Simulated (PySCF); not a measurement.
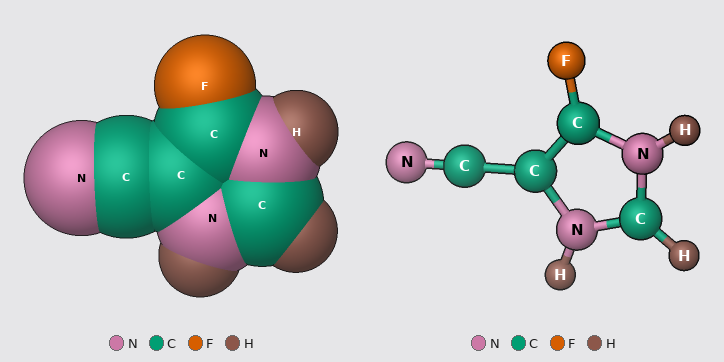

Two views of one molecule.

State: charge +1, singlet.

What is the molecular formula?

Answer. C₄H₃FN₃⁺, 11 atoms: 4 carbon, 3 hydrogen, 1 fluorine and 3 nitrogen.

How many bonds of each kind are drawn?

Answer. 5 C–N, 2 C–C, 2 N–H, 1 C–F, 1 C–H.

Does it have rings?

Answer. Independent rings (smallest set): 1 of 5 members, 1 of them aromatic.

Name functional groups in it.

Answer. Among them: nitrile, C–F bond.

More results for the same structure follow; atom numbers are the same in all pictures, views and colours differ. The computed structure is the end point of a PBE0-D3(BJ)/def2-SVP optimisation. No frequency run is at hand to confirm it as a minimum.

### Shape

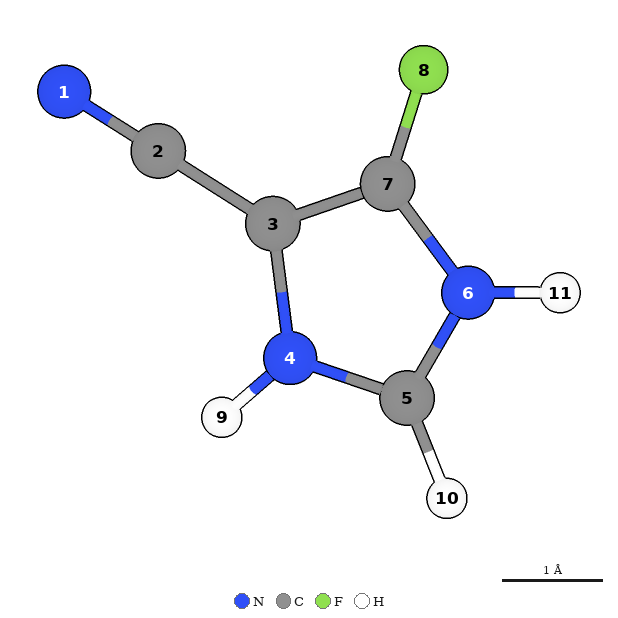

No frequency run is at hand to confirm it as a minimum.

What are the angles C2–C3–N4, C3–N4–C5, C3–N4–H9, N4–C3–C7, N4–C5–N6, N4–C5–H10, C5–N4–H9, C5–N6–C7, C5–N6–H11, N6–C5–H10, N6–C7–F8, C7–N6–H11?

```
    angle  degrees
 C2–C3–N4    124.5
 C3–N4–C5    110.6
 C3–N4–H9    124.4
 N4–C3–C7    104.9
 N4–C5–N6    107.6
N4–C5–H10    126.4
 C5–N4–H9    125.1
 C5–N6–C7    109.2
C5–N6–H11    125.7
N6–C5–H10    125.9
 N6–C7–F8    121.5
C7–N6–H11    125.1
```

### Ring current

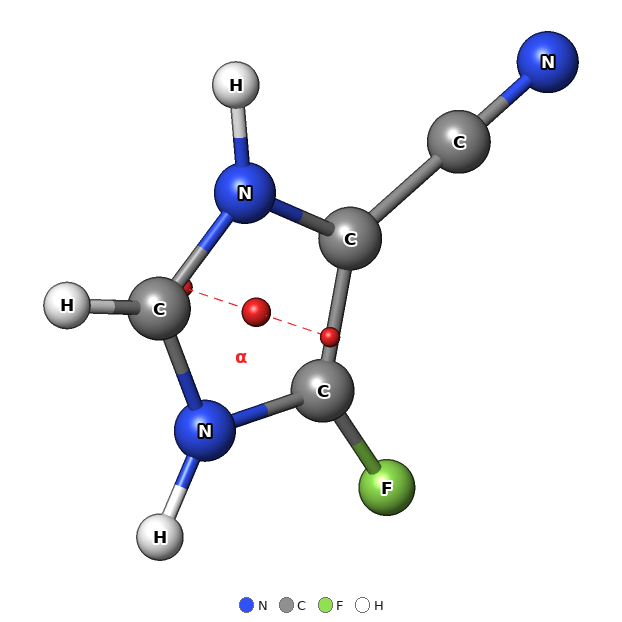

The small points mark where nucleus-independent chemical shifts (NICS) were computed: at the centre of each lettered ring and 1 Å above and below it. No frequency run is at hand to confirm it as a minimum. Level of theory: GIAO PBE0/pcSseg-1 NMR shielding, non-relativistic, IEF-PCM chloroform (PySCF 2.14.0).

Give NICS(0), NICS(1) and the out-of-plane component NICS(1)zz for each ring (means of the two sides).

```
ring  members  NICS(0)  NICS(1)  NICS(1)zz
   α     C3N2    −16.1     −9.9      −25.0
```

Values in ppm.

What do the values say about the ring currents?

Answer. Ring α: diatropic, as in an aromatic ring. NICS is one index among several.

### Excitation

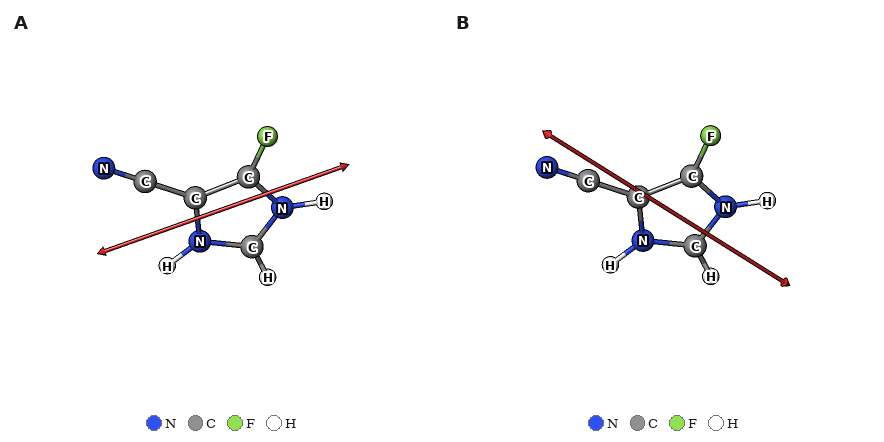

The double arrows show the directions of two transition dipoles from the ground state (lengths mean nothing). No frequency run is at hand to confirm it as a minimum. Method: TDDFT CAM-B3LYP/def2-SVPD, vertical, gas phase, core orbitals frozen in the response (PySCF 2.14.0).

One belongs to singlet state 1 and one to singlet state 3. Which is which?

Answer. A: state 3, 6.47 eV (192 nm), oscillator strength 0.11, mainly HOMO → LUMO+1 (weight 0.79).
B: state 1, 5.79 eV (214 nm), oscillator strength 0.24, mainly HOMO → LUMO (weight 0.95).

### Polarisability

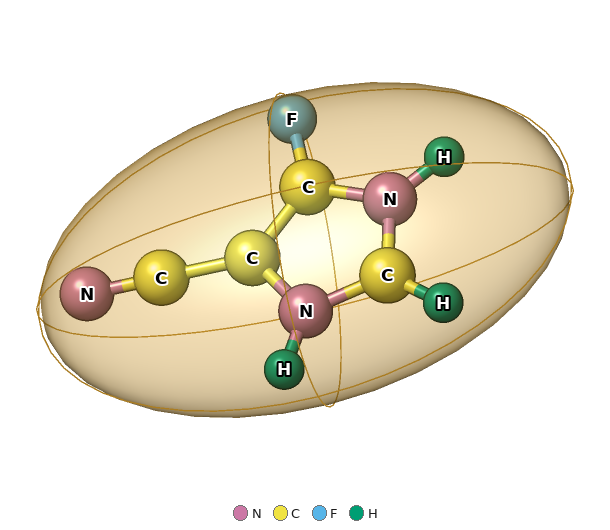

The ellipsoid shows the static dipole polarisability: its half-axes are proportional to the principal values. No frequency run is at hand to confirm it as a minimum. Method: CAM-B3LYP/def2-SVPD in acetonitrile (IEF-PCM) (PySCF 2.14.0).

Give the principal values, the mean and the anisotropy.

Answer. Principal values 44.3, 74.5, 116.8 bohr³; mean 78.5 bohr³ (11.64 Å³); anisotropy 63.1 bohr³, so the longest axis is 2.64 times the shortest.
